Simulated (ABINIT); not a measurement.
# SrAl3 (Fm-3m): zone-centre phonons

Which modes does SrAl3 (Fm-3m) have at the zone centre?

Main program and level: ABINIT 10.8.3; DFT PBEsol, scalar-relativistic, plane waves, PseudoDojo norm-conserving pseudopotentials.

The structure was built from a prototype and need not be the compound's stable phase.

## (1) Starting point

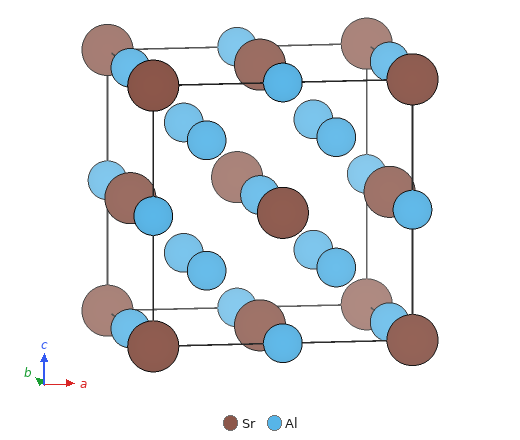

The starting structure, seen slightly off an axis (strontium brown, aluminium blue). This picture shows the conventional cell, with its axes. Some periodic images of atoms are drawn too.

## (2) A probe with smearing

A first run with smearing and empty bands tells whether the crystal has a gap, which decides between fixed occupations and smearing later on.

Input file probe.abi:

```
# ground state
tolvrs 1.0d-08
prtden 1
prtwf 1

# basis, mesh and filling
ecut 28.0
ngkpt 4 4 4
nshiftk 1
shiftk 0.0 0.0 0.0
istwfk *1
occopt 7
tsmear 0.005
nband 16
nstep 100
diemac 9.0
prtebands 0
prtgsr 0
useylm 1

# cell and atoms
acell 3*1.0 Angstrom
rprim 
    -3.68795695 0.0 3.68795695
    0.0 3.68795695 3.68795695
    -3.68795695 3.68795695 0.0
ntypat 2
znucl 38 13
natom 4
typat 1 2 2 2
xred 
    0.0 0.0 0.0
    0.5 0.5 0.5
    0.75 0.75 0.75
    0.25 0.25 0.25
pp_dirpath "./pseudo"
pseudos "Sr.upf, Al.upf"
```

Launch:

```sh
OMP_NUM_THREADS=1 mpirun -n 4 abinit probe.abi > probe.log
```

Numbers of over 12 decimals in the logs are rounded to 6 here.

probe.abo, the main output file:

```text
[banners, grids, parts of the stress and lines that vanish by symmetry left out]
- input  file    -> probe.abi
- output file    -> probe.abo
- root for input  files -> probei
[...]
Symmetries : space group Fm -3 m (#225); Bravais cF (face-center cubic)
[...]
mpw =        4813          nfft =      110592          nkpt =           8
[...]
== DATASET  1 ==================================================================
[...]
cutoff_energies: {ecut:  28.0, pawecutdg:  -1.0, }
[...]
ETOT  1  -41.126157884646    -4.113E+01 1.847E-02 1.638E+01
 ETOT  2  -41.142748516639    -1.659E-02 2.498E-03 9.326E-01
 ETOT  3  -41.142844573510    -9.606E-05 1.547E-03 1.128E-02
 ETOT  4  -41.142846116285    -1.543E-06 2.209E-03 2.786E-04
 ETOT  5  -41.142846137549    -2.126E-08 4.656E-04 7.391E-06
 ETOT  6  -41.142846138473    -9.234E-10 4.923E-04 7.754E-08
 ETOT  7  -41.142846138482    -9.599E-12 1.495E-04 4.003E-09
 At SCF step    7       vres2   =  4.00E-09 < tolvrs=  1.00E-08 =>converged.
[...]
sigma(1 1)=  2.09073328E-04  sigma(3 2)=  0.00000000E+00
  sigma(2 2)=  2.09073328E-04  sigma(3 1)=  0.00000000E+00
  sigma(3 3)=  2.09073328E-04  sigma(2 1)=  0.00000000E+00
[...]
convergence: {deltae: -9.599E-12, res2:  4.003E-09, residm:  1.495E-04, diffor: null, }
etotal    :  -4.11428461E+01
[...]
sigma(1 1)=  2.09073328E-04  sigma(3 2)=  0.00000000E+00
  sigma(2 2)=  2.09073328E-04  sigma(3 1)=  0.00000000E+00
  sigma(3 3)=  2.09073328E-04  sigma(2 1)=  0.00000000E+00
[...]
- sigma(1 1)=  6.15114966E+00  sigma(3 2)=  0.00000000E+00
- sigma(2 2)=  6.15114966E+00  sigma(3 1)=  0.00000000E+00
- sigma(3 3)=  6.15114966E+00  sigma(2 1)=  0.00000000E+00
[...]
fcart     -0.0000000000E+00 -0.0000000000E+00 -0.0000000000E+00
           strten      2.0907332756E-04  2.0907332756E-04  2.0907332756E-04
================================================================================

[key lines of the parts left out:]
pressure_GPa:  -6.1511E+00
```

Wall time 5.8 s (4 MPI ranks of Arm Neoverse V2, shared host); 23 s of CPU time.

Read from the output:

| Property | Result |
| --- | --- |
| volume per atom | 25.08 Å³ |
| pressure | -6.151 GPa |
| gap on the k-mesh | 0 eV |

No gap opens on this mesh, so smearing is kept; the printed pressure holds the stress of the finite basis too.

## (3) Rough relaxation

The typed start is rough, so a first relaxation with smearing and loose thresholds takes it towards rest cheaply.

Input file prerelax.abi:

```
# relaxation
ionmov 2
optcell 2
dilatmx 1.15
chkdilatmx 0
ntime 40
tolmxf 3.0d-04
tolvrs 1.0d-10
prtwf 0
prtden 0
chksymtnons 0

# basis, mesh and filling
ecut 29.0
ecutsm 3.0
ngkpt 4 4 4
nshiftk 1
shiftk 0.0 0.0 0.0
istwfk *1
occopt 7
tsmear 0.005
nband 16
nstep 100
diemac 1000000.0
prtebands 0
prtgsr 0
useylm 1

# cell and atoms
acell 3*1.0 Angstrom
rprim 
    -3.68795695 0.0 3.68795695
    0.0 3.68795695 3.68795695
    -3.68795695 3.68795695 0.0
ntypat 2
znucl 38 13
natom 4
typat 1 2 2 2
xred 
    0.0 0.0 0.0
    0.5 0.5 0.5
    0.75 0.75 0.75
    0.25 0.25 0.25
pp_dirpath "./pseudo"
pseudos "Sr.upf, Al.upf"
```

Launch:

```sh
OMP_NUM_THREADS=1 mpirun -n 4 abinit prerelax.abi > prerelax.log
```

prerelax.abo, the main output file:

```text
[banners, grids, parts of the stress and lines that vanish by symmetry left out]
- input  file    -> prerelax.abi
- output file    -> prerelax.abo
- root for input  files -> prerelaxi
[...]
Symmetries : space group Fm -3 m (#225); Bravais cF (face-center cubic)
[...]
mpw =        7727          nfft =      216000          nkpt =           8
[...]
== DATASET  1 ==================================================================
[...]
cutoff_energies: {ecut:  29.0, pawecutdg:  -1.0, }
[...]
ETOT  1  -41.128321515596    -4.113E+01 1.966E-02 2.952E+01
 ETOT  2  -41.142551832823    -1.423E-02 2.158E-03 4.059E+00
 ETOT  3  -41.142751379514    -1.995E-04 1.210E-03 4.947E-02
 ETOT  4  -41.142754846983    -3.467E-06 5.706E-04 1.160E-03
 ETOT  5  -41.142754914368    -6.738E-08 4.661E-04 2.689E-05
[...]
At SCF step    8       vres2   =  3.33E-11 < tolvrs=  1.00E-10 =>converged.
[...]
ETOT  7  -41.155172395063    -2.046E-12 1.245E-08 1.747E-11
 At SCF step    7       vres2   =  1.75E-11 < tolvrs=  1.00E-10 =>converged.
[...]
sigma(1 1)=  8.00450623E-07  sigma(3 2)=  0.00000000E+00
  sigma(2 2)=  8.00450623E-07  sigma(3 1)=  0.00000000E+00
  sigma(3 3)=  8.00450623E-07  sigma(2 1)=  0.00000000E+00
[...]
convergence: {deltae: -2.046E-12, res2:  1.747E-11, residm:  1.245E-08, diffor: null, }
etotal    :  -4.11551724E+01
[...]
At Broyd/MD step   5, gradients are converged :
[...]
sigma(1 1)=  8.00450623E-07  sigma(3 2)=  0.00000000E+00
  sigma(2 2)=  8.00450623E-07  sigma(3 1)=  0.00000000E+00
  sigma(3 3)=  8.00450623E-07  sigma(2 1)=  0.00000000E+00
[...]
- sigma(1 1)=  2.35500704E-02  sigma(3 2)=  0.00000000E+00
- sigma(2 2)=  2.35500704E-02  sigma(3 1)=  0.00000000E+00
- sigma(3 3)=  2.35500704E-02  sigma(2 1)=  0.00000000E+00
[...]
fcart     -0.0000000000E+00 -0.0000000000E+00 -0.0000000000E+00
           strten      8.0045062303E-07  8.0045062303E-07  8.0045062303E-07
================================================================================

[key lines of the parts left out:]
pressure_GPa:  -2.3550E-02
Total energy (etotal) [Ha]= -4.11551723950630E+01
```

The job ended after 41 s (4 MPI ranks; 2.7 min of CPU time).

The steps of the relaxation:

```csv
step,energy less that of the first step (eV),largest force (eV/Å),volume (Å³)
1,0.0000,0.0000,100.32
2,-0.0664,0.0000,98.49
3,-0.2906,0.0000,79.88
4,-0.3368,0.0000,85.55
5,-0.3379,0.0000,84.80
```

```csv
"conventional cell, symmetrised",before,after,change
a (Å),7.376,6.974,-5.4 %
b (Å),7.376,6.974,-5.4 %
c (Å),7.376,6.974,-5.4 %
volume (Å³/atom),25.08,21.20,-15.5 %
```

The relaxed structure:

```xyz
4
Lattice="-3.4871 0.0000 3.4871 0.0000 3.4871 3.4871 -3.4871 3.4871 0.0000" Properties=species:S:1:pos:R:3 pbc="T T T"
Sr    0.0000    0.0000    0.0000
Al   -3.4871    3.4871    3.4871
Al   -5.2306    5.2306    5.2306
Al   -1.7435    1.7435    1.7435
```

Numbers from this step:

* volume per atom: 21.20 Å³
* pressure: -0.02355 GPa

The volume changes by -15.5 % in this run and stands -15.5 % from the first cell.

## (4) Rough relaxation

The cell changed much, so the rough relaxation is repeated on a basis made for the new cell.

prerelax.abi: that of step 3 with these lines changed.

```diff
@@ -31,5 +31,5 @@
 rprim 
-    -3.68795695 0.0 3.68795695
-    0.0 3.68795695 3.68795695
-    -3.68795695 3.68795695 0.0
+    -3.487082737 0.0 3.487082737
+    0.0 3.487082737 3.487082737
+    -3.487082737 3.487082737 0.0
 ntypat 2
```

prerelax.abo, the main output file:

```text
[banners, grids, parts of the stress and lines that vanish by symmetry left out]
- input  file    -> prerelax.abi
- output file    -> prerelax.abo
- root for input  files -> prerelaxi
[...]
Symmetries : space group Fm -3 m (#225); Bravais cF (face-center cubic)
[...]
mpw =        6588          nfft =      157464          nkpt =           8
[...]
== DATASET  1 ==================================================================
[...]
cutoff_energies: {ecut:  29.0, pawecutdg:  -1.0, }
[...]
ETOT  1  -41.138855624910    -4.114E+01 2.980E-02 2.352E+01
 ETOT  2  -41.155009256766    -1.615E-02 1.098E-02 2.706E+00
 ETOT  3  -41.155167854322    -1.586E-04 4.129E-03 5.331E-02
 ETOT  4  -41.155172361603    -4.507E-06 1.108E-03 3.913E-04
 ETOT  5  -41.155172390131    -2.853E-08 1.016E-03 6.534E-06
 ETOT  6  -41.155172390573    -4.416E-10 4.074E-04 1.343E-07
 ETOT  7  -41.155172390581    -8.100E-12 6.128E-04 3.784E-09
 ETOT  8  -41.155172390582    -8.384E-13 1.509E-04 1.279E-11
 At SCF step    8       vres2   =  1.28E-11 < tolvrs=  1.00E-10 =>converged.
[...]
sigma(1 1)=  8.00513758E-07  sigma(3 2)=  0.00000000E+00
  sigma(2 2)=  8.00513758E-07  sigma(3 1)=  0.00000000E+00
  sigma(3 3)=  8.00513758E-07  sigma(2 1)=  0.00000000E+00
[...]
convergence: {deltae: -8.384E-13, res2:  1.279E-11, residm:  1.509E-04, diffor: null, }
etotal    :  -4.11551724E+01
[...]
At Broyd/MD step   1, gradients are converged :
[...]
sigma(1 1)=  8.00513758E-07  sigma(3 2)=  0.00000000E+00
  sigma(2 2)=  8.00513758E-07  sigma(3 1)=  0.00000000E+00
  sigma(3 3)=  8.00513758E-07  sigma(2 1)=  0.00000000E+00
[...]
- sigma(1 1)=  2.35519279E-02  sigma(3 2)=  0.00000000E+00
- sigma(2 2)=  2.35519279E-02  sigma(3 1)=  0.00000000E+00
- sigma(3 3)=  2.35519279E-02  sigma(2 1)=  0.00000000E+00
[...]
fcart     -0.0000000000E+00 -0.0000000000E+00 -0.0000000000E+00
           strten      8.0051375838E-07  8.0051375839E-07  8.0051375838E-07
================================================================================

[key lines of the parts left out:]
pressure_GPa:  -2.3552E-02
Total energy (etotal) [Ha]= -4.11551723905815E+01
```

Wall time 8.8 s (4 MPI ranks).

Little changed from the start: no atom moved by 0.005 Å and no cell edge by 0.1 %.

The volume changes by +0.0 % in this run and stands -15.5 % from the first cell.

## (5) Relaxing the cell and atoms

The harmonic expansion needs vanishing forces, and a free crystal bears no stress, so cell and atoms are brought to rest. Stress is more sensitive to the basis than forces are: the last 3 Ha under the cutoff are smoothed with ecutsm, and the cutoff is raised above that of the later runs.

Input file relax.abi:

```
# relaxation
ionmov 2
optcell 2
dilatmx 1.08
ntime 40
tolmxf 1.0d-05
tolvrs 1.0d-14
prtwf 0
prtden 0
chksymtnons 0

# basis, mesh and filling
ecut 35.0
ecutsm 3.0
ngkpt 6 6 6
nshiftk 1
shiftk 0.0 0.0 0.0
istwfk *1
occopt 7
tsmear 0.01
nband 16
nstep 100
diemac 1000000.0
prtebands 0
prtgsr 0
useylm 1

# cell and atoms
acell 3*1.0 Angstrom
rprim 
    -3.487082739 0.0 3.487082739
    0.0 3.487082739 3.487082739
    -3.487082739 3.487082739 0.0
ntypat 2
znucl 38 13
natom 4
typat 1 2 2 2
xred 
    0.0 0.0 0.0
    0.5 0.5 0.5
    0.75 0.75 0.75
    0.25 0.25 0.25
pp_dirpath "./pseudo"
pseudos "Sr.upf, Al.upf"
```

Launch:

```sh
OMP_NUM_THREADS=1 mpirun -n 4 abinit relax.abi > relax.log
```

relax.abo, the main output file:

```text
[banners, grids, parts of the stress and lines that vanish by symmetry left out]
- input  file    -> relax.abi
- output file    -> relax.abo
- root for input  files -> relaxi
[...]
Symmetries : space group Fm -3 m (#225); Bravais cF (face-center cubic)
[...]
mpw =        7169          nfft =      157464          nkpt =          16
[...]
== DATASET  1 ==================================================================
[...]
cutoff_energies: {ecut:  35.0, pawecutdg:  -1.0, }
[...]
ETOT  1  -41.134847908775    -4.113E+01 2.806E-02 2.160E+01
 ETOT  2  -41.149491437213    -1.464E-02 4.270E-03 1.551E+00
 ETOT  3  -41.149587379154    -9.594E-05 1.248E-03 1.840E-02
 ETOT  4  -41.149588812605    -1.433E-06 1.413E-03 1.976E-04
 ETOT  5  -41.149588829708    -1.710E-08 4.517E-04 1.099E-05
[...]
At SCF step   10       vres2   =  1.89E-16 < tolvrs=  1.00E-14 =>converged.
[...]
sigma(1 1)= -1.17151419E-05  sigma(3 2)=  0.00000000E+00
  sigma(2 2)= -1.17151419E-05  sigma(3 1)=  0.00000000E+00
  sigma(3 3)= -1.17151419E-05  sigma(2 1)=  0.00000000E+00
[...]
convergence: {deltae:  2.160E-12, res2:  1.885E-16, residm:  1.109E-04, diffor: null, }
etotal    :  -4.11495888E+01
[...]
ETOT  1  -41.149587781278    -4.115E+01 7.006E-05 1.222E-01
[...]
At SCF step    8       vres2   =  9.37E-16 < tolvrs=  1.00E-14 =>converged.
[...]
sigma(1 1)= -1.00282980E-05  sigma(3 2)=  0.00000000E+00
  sigma(2 2)= -1.00282980E-05  sigma(3 1)=  0.00000000E+00
  sigma(3 3)= -1.00282980E-05  sigma(2 1)=  0.00000000E+00
[...]
convergence: {deltae:  1.727E-12, res2:  9.372E-16, residm:  1.847E-05, diffor: null, }
etotal    :  -4.11495954E+01
[...]
ETOT  1  -41.149343762717    -4.115E+01 3.094E-05 4.350E+00
[...]
At SCF step    9       vres2   =  3.58E-16 < tolvrs=  1.00E-14 =>converged.
[...]
sigma(1 1)= -1.06709898E-07  sigma(3 2)=  0.00000000E+00
  sigma(2 2)= -1.06709898E-07  sigma(3 1)=  0.00000000E+00
  sigma(3 3)= -1.06709898E-07  sigma(2 1)=  0.00000000E+00
[...]
convergence: {deltae: -1.421E-13, res2:  3.583E-16, residm:  2.563E-06, diffor: null, }
etotal    :  -4.11496137E+01
[...]
ETOT  1  -41.149613624855    -4.115E+01 2.748E-06 5.122E-04
[...]
ETOT  6  -41.149613656869     2.203E-12 3.125E-06 1.074E-13
 ETOT  7  -41.149613656870    -1.137E-12 3.947E-06 1.450E-15
 At SCF step    7       vres2   =  1.45E-15 < tolvrs=  1.00E-14 =>converged.
[...]
sigma(1 1)= -9.93301130E-10  sigma(3 2)=  0.00000000E+00
  sigma(2 2)= -9.93301130E-10  sigma(3 1)=  0.00000000E+00
  sigma(3 3)= -9.93301130E-10  sigma(2 1)=  0.00000000E+00
[...]
convergence: {deltae: -1.137E-12, res2:  1.450E-15, residm:  3.947E-06, diffor: null, }
etotal    :  -4.11496137E+01
[...]
At Broyd/MD step   4, gradients are converged :
[...]
sigma(1 1)= -9.93301130E-10  sigma(3 2)=  0.00000000E+00
  sigma(2 2)= -9.93301130E-10  sigma(3 1)=  0.00000000E+00
  sigma(3 3)= -9.93301130E-10  sigma(2 1)=  0.00000000E+00
[...]
- sigma(1 1)= -2.92239282E-05  sigma(3 2)=  0.00000000E+00
- sigma(2 2)= -2.92239282E-05  sigma(3 1)=  0.00000000E+00
- sigma(3 3)= -2.92239282E-05  sigma(2 1)=  0.00000000E+00
[...]
fcart     -0.0000000000E+00 -0.0000000000E+00 -0.0000000000E+00
           strten     -9.9330113004E-10 -9.9330113004E-10 -9.9330112982E-10
================================================================================

[key lines of the parts left out:]
pressure_GPa:   2.9224E-05
Total energy (etotal) [Ha]= -4.11496136568698E+01
```

Elapsed: 57 s, on 4 MPI ranks.

Relaxation path:

```csv
step,energy less that of the first step (eV),largest force (eV/Å),volume (Å³)
1,0.0000,0.0000,84.80
2,-0.0002,0.0000,84.89
3,-0.0007,0.0000,85.43
4,-0.0007,0.0000,85.44
```

```csv
"conventional cell, symmetrised",before,after,change
a (Å),6.974,6.991,+0.2 %
b (Å),6.974,6.991,+0.2 %
c (Å),6.974,6.991,+0.2 %
volume (Å³/atom),21.20,21.36,+0.7 %
```

The relaxed structure:

```cif
data_structure
_symmetry_space_group_name_H-M 'P 1'
_symmetry_Int_Tables_number 1
_cell_length_a 4.9437
_cell_length_b 4.9437
_cell_length_c 4.9437
_cell_angle_alpha 60.000
_cell_angle_beta 60.000
_cell_angle_gamma 60.000
_cell_volume 85.44
loop_
_atom_site_label
_atom_site_type_symbol
_atom_site_fract_x
_atom_site_fract_y
_atom_site_fract_z
_atom_site_occupancy
Sr1 Sr 0.00000 0.00000 0.00000 1
Al2 Al 0.50000 0.50000 0.50000 1
Al3 Al 0.75000 0.75000 0.75000 1
Al4 Al 0.25000 0.25000 0.25000 1
```

Read from the output:

```yaml
volume_per_atom: 21.36 Å³
pressure: 2.92e-5 GPa
```

The volume changes by +0.7 % in this run and stands -14.8 % from the first cell.

## (6) Ground state

The response is built on these wavefunctions, so the potential is converged far more tightly than an energy would need. Smearing stays on, as the first look found no gap above 0.3 eV.

Input file gs.abi:

```
# ground state
tolvrs 1.0d-16
prtden 1
prtwf 1

# basis, mesh and filling
ecut 28.0
ngkpt 6 6 6
nshiftk 1
shiftk 0.0 0.0 0.0
istwfk *1
occopt 7
tsmear 0.01
nband 16
nstep 100
diemac 1000000.0
prtebands 0
prtgsr 0
useylm 1

# cell and atoms
acell 3*1.0 Angstrom
rprim 
    -3.495727346 0.0 3.495727346
    0.0 3.495727346 3.495727346
    -3.495727346 3.495727346 0.0
ntypat 2
znucl 38 13
natom 4
typat 1 2 2 2
xred 
    0.0 0.0 0.0
    0.5 0.5 0.5
    0.75 0.75 0.75
    0.25 0.25 0.25
pp_dirpath "./pseudo"
pseudos "Sr.upf, Al.upf"
```

Launch:

```sh
OMP_NUM_THREADS=1 mpirun -n 4 abinit gs.abi > gs.log
```

gs.abo, the main output file:

```text
[banners, grids, parts of the stress and lines that vanish by symmetry left out]
- input  file    -> gs.abi
- output file    -> gs.abo
- root for input  files -> gsi
[...]
Symmetries : space group Fm -3 m (#225); Bravais cF (face-center cubic)
[...]
mpw =        4105          nfft =      110592          nkpt =          16
[...]
== DATASET  1 ==================================================================
[...]
cutoff_energies: {ecut:  28.0, pawecutdg:  -1.0, }
[...]
ETOT  1  -41.134859013107    -4.113E+01 2.173E-02 1.408E+01
 ETOT  2  -41.149176263076    -1.432E-02 7.260E-03 1.219E+00
 ETOT  3  -41.149281832341    -1.056E-04 1.608E-03 4.322E-02
 ETOT  4  -41.149286128434    -4.296E-06 5.318E-04 1.966E-04
 ETOT  5  -41.149286152851    -2.442E-08 2.639E-04 4.044E-06
[...]
ETOT 10  -41.149286153238     4.029E-12 3.892E-05 1.953E-15
 ETOT 11  -41.149286153239    -1.101E-12 2.745E-05 3.177E-17
 At SCF step   11       vres2   =  3.18E-17 < tolvrs=  1.00E-16 =>converged.
[...]
sigma(1 1)=  6.01743082E-06  sigma(3 2)=  0.00000000E+00
  sigma(2 2)=  6.01743082E-06  sigma(3 1)=  0.00000000E+00
  sigma(3 3)=  6.01743082E-06  sigma(2 1)=  0.00000000E+00
[...]
convergence: {deltae: -1.101E-12, res2:  3.177E-17, residm:  2.745E-05, diffor: null, }
etotal    :  -4.11492862E+01
[...]
sigma(1 1)=  6.01743082E-06  sigma(3 2)=  0.00000000E+00
  sigma(2 2)=  6.01743082E-06  sigma(3 1)=  0.00000000E+00
  sigma(3 3)=  6.01743082E-06  sigma(2 1)=  0.00000000E+00
[...]
- sigma(1 1)=  1.77038927E-01  sigma(3 2)=  0.00000000E+00
- sigma(2 2)=  1.77038927E-01  sigma(3 1)=  0.00000000E+00
- sigma(3 3)=  1.77038927E-01  sigma(2 1)=  0.00000000E+00
[...]
fcart     -0.0000000000E+00 -0.0000000000E+00 -0.0000000000E+00
           strten      6.0174308245E-06  6.0174308245E-06  6.0174308245E-06
================================================================================

[key lines of the parts left out:]
pressure_GPa:  -1.7704E-01
```

Run time: 12 s. Hardware: 4 MPI ranks; 46 s of CPU time.

This step gave:

* pressure: -0.1770 GPa

The cell stands at -0.18 GPa: the relaxation ran with a smoothed and higher cutoff, and the difference is a stress of the finite basis.

[end of part 1 of 3]

[Host names and launcher messages were left out of these logs when they were recorded.]

[Logs are printed without paths, hosts, clocks, repeated set-up lines and the standing remarks that a program may print on its own settings, such as how far it seeks lower states.]

[Hosts, paths, dates, database ids (printed as entryN), source tags and the programs' standing remarks are cut or masked in the printed files.]
